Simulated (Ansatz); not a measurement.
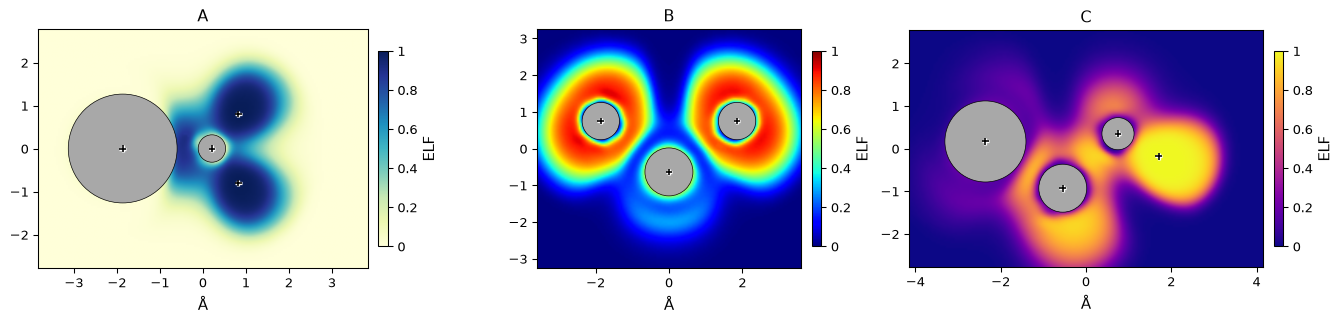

The electron localisation function of 3 systems, each on a plane through atoms (crosses mark nuclei in the plane; grey discs cover the cores).

The calculation used Ansatz, RKS PBE0-D4/def2-TZVPP.

System 1: CH$_{3}$CuS, the plane of atoms S2, C1 and H4. Geometry: PBE0-D4/def2-TZVP.

```yaml
atoms:
  - { symbol: C, position_ang: [-0.3610, 0.3494, -0.3194] }
  - { symbol: S, position_ang: [0.1317, -1.3554, 0.0814] }
  - { symbol: Cu, position_ang: [1.7270, -1.1267, 1.4568] }
  - { symbol: H, position_ang: [-1.1841, 0.2714, -1.0325] }
  - { symbol: H, position_ang: [0.4468, 0.9088, -0.7899] }
  - { symbol: H, position_ang: [-0.7183, 0.8885, 0.5573] }
```

System 2: H$_{2}$NNa, the molecular plane. Geometry: PBE0-D4/def2-TZVP.

| atom | x (Å) | y (Å) | z (Å) |
| --- | --- | --- | --- |
| N | -0.1886 | 0.0523 | -0.0662 |
| Na | 1.6358 | -0.1998 | 0.8929 |
| H | -1.0245 | -0.5092 | 0.0565 |
| H | -0.3672 | 0.5964 | -0.9036 |

System 3: Cl$_{2}$H$_{2}$Sn, the plane of atoms Cl1, Sn2 and Cl3. Geometry: PBE0-D4/def2-TZVP; core potentials replace the inner electrons of Sn.

```xyz
5

Cl   -1.7953   -0.3262    1.2065
Sn    0.1924   -0.1029    0.0386
Cl   -0.2504    1.2955   -1.7539
H     0.6022   -1.6263   -0.5821
H     1.3010    0.6863    1.0495
```

> Match each panel to its system.

Panel A is system 2, H$_{2}$NNa: the plane holds N, Na and H. Na–N (2.08 Å): the ELF peaks at about 0.90 in the valence shell of N, 0.7 Å from its nucleus, and is about 0.25 at the midpoint; an ionic contact with no shared pair. Panel B is system 3, Cl$_{2}$H$_{2}$Sn: the plane holds Cl and Sn. Sn–Cl (2.32 Å): the ELF peaks at about 0.85 in the valence shell of Cl, 0.8 Å from its nucleus, and drops to about 0.15 between the two atoms. Panel C is system 1, CH$_{3}$CuS: the plane holds C, S, Cu and H. C–S (1.82 Å): the ELF peaks at about 0.90 between the atoms: a covalent bond.
